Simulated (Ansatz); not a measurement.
Input file:

```
crystal:
  lattice:
    - [3.5240761493, 0.0, 0.0]
    - [0.0, 3.5240761493, 0.0]
    - [0.0, 0.0, 9.8043274188]
  atoms:
    - { symbol: Mg, position: [0.0, 0.0, 0.756305243] }
    - { symbol: Mg, position: [0.0, 0.0, 0.243694757] }
    - { symbol: Mg, position: [0.5, 0.5, 0.5] }
    - { symbol: Ni, position: [0.5, 0.5, 0.0] }
    - { symbol: S, position: [0.0, 0.0, 0.0] }
    - { symbol: S, position: [0.5, 0.5, 0.2349020605] }
    - { symbol: S, position: [0.0, 0.0, 0.5] }
    - { symbol: S, position: [0.5, 0.5, 0.7650979395] }
basis:
  ecutwfc: 420
kpoints:
  mp_grid: { grid: [10, 10, 4] }
hamiltonian:
  xc: pbe
scf:
  occupations: { method: gaussian, width: 0.1 }
output:
  forces: true
  stress: true
  eigenvalues: true
  write_density: true
  write_potential: true
  elf: true
  volumetric_format: npy
relax:
  adjacent_minimum: "off"
  f_tol: 0.01
  max_steps: 30
  cell: { stress_tol: 0.1, fix: [volume] }
```

Command:

```sh
ansatz run input.yaml --threads 1 --pin off --max-ram 2560MiB --backend cpu --events-out ev --progress --plain --runs-dir out
```

Below, planes, directions and counts refer to the conventional cell (a = 3.52 Å, b = 3.52 Å, c = 9.81 Å, α = 90.00°, β = 90.00°, γ = 90.00°).

The fields are those of the relaxed geometry.

Space group P4/mmm; a structure generated by program, which may or may not match a known phase; changed on purpose from its base cell (volume × 0.91, shape and atoms relaxed); computed pressure about 9 GPa in this cell; computed without spin polarisation.

These are results of DFT PBE, scalar-relativistic, plane waves, PAW (Ansatz 0.2.0), not measurements.

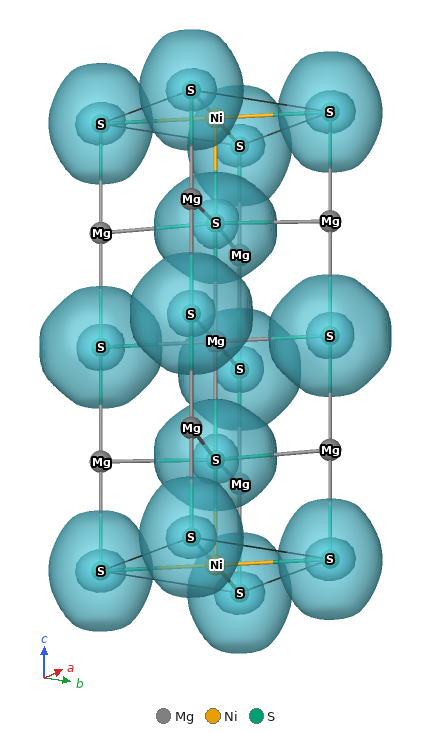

Mg₃NiS₄. Isosurface of the electron localisation function at 0.65 (cyan), seen at an oblique angle. Only the valence region is drawn (cores and ρ < 0.01 e/Å³ removed). Sticks mark near contacts.

Where are the electrons localised?

The ELF exceeds this value in four regions wrapped around S (the valence shell of each), counted in one cell of 8 atoms. Any copies at cell faces, edges or corners count once. Along the contacts the grid gives the following. Ni–S (2.31 Å): the ELF peaks at about 0.85 in the valence shell of S, 0.8 Å from its nucleus, and is about 0.50 at the midpoint. Mg–S (2.40 Å): the ELF peaks at about 0.90 in the valence shell of S, 0.8 Å from its nucleus, and is about 0.75 at the midpoint.
